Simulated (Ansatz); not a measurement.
Consider C2H7PS.

```yaml
atoms:
  - { symbol: C, position_ang: [0.7475, 1.6746, 0.3827] }
  - { symbol: C, position_ang: [0.2107, 0.4862, -0.3883] }
  - { symbol: S, position_ang: [-0.3308, -0.7876, 0.7971] }
  - { symbol: P, position_ang: [-0.9789, -2.2676, -0.5501] }
  - { symbol: H, position_ang: [-0.0182, 2.1022, 1.0336] }
  - { symbol: H, position_ang: [1.0770, 2.4523, -0.3101] }
  - { symbol: H, position_ang: [1.5993, 1.3903, 1.0043] }
  - { symbol: H, position_ang: [0.9792, 0.0603, -1.0353] }
  - { symbol: H, position_ang: [-0.6397, 0.7744, -1.0083] }
  - { symbol: H, position_ang: [-2.2360, -2.5562, 0.0432] }
  - { symbol: H, position_ang: [-0.3449, -3.3861, 0.0517] }
```

Geometry: PBE0-D4/def2-TZVP.

Level of theory: Ansatz 0.2.0, RKS PBE0-D4/def2-TZVPP.

Q: Predict the electron density and electron localisation function between the atoms.

A: C–C (1.51 Å): ρ is about 1.7 e/Å³ halfway; the ELF peaks at about 0.95 between the atoms; a covalent bond.
C–S (1.82 Å): the density is about 1.2 e/Å³ at the midpoint; the ELF peaks at about 0.90 between the atoms: a covalent bond.
P–S (2.10 Å): ρ at the midpoint is about 0.93 e/Å³; the ELF peaks at about 0.90 between the atoms (localised, covalent bonding).
C–H (1.09 Å): ρ at the midpoint is about 2 e/Å³; the ELF climbs to about 1 towards the hydrogen, as it does in any bond to H; an ordinary covalent bond to hydrogen.

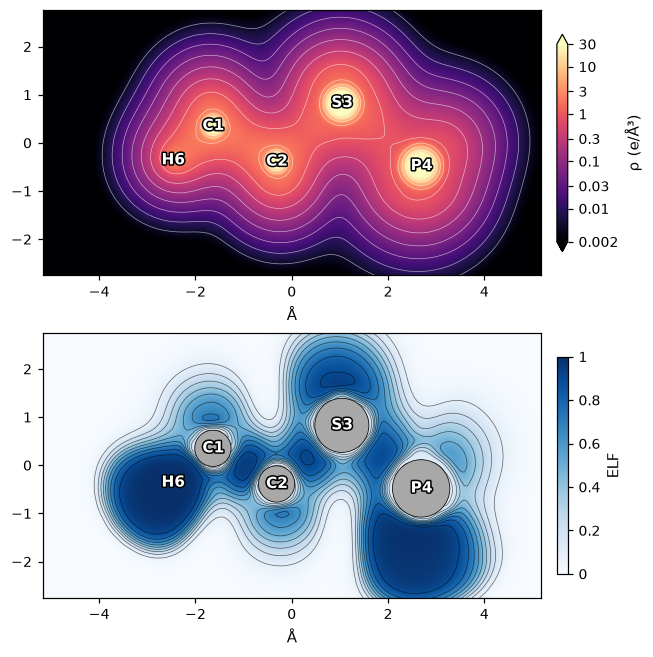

Computed electron density and electron localisation function on the plane of atoms C2, S3 and P4, in this order. Grey discs cover the atomic cores in the ELF map. 
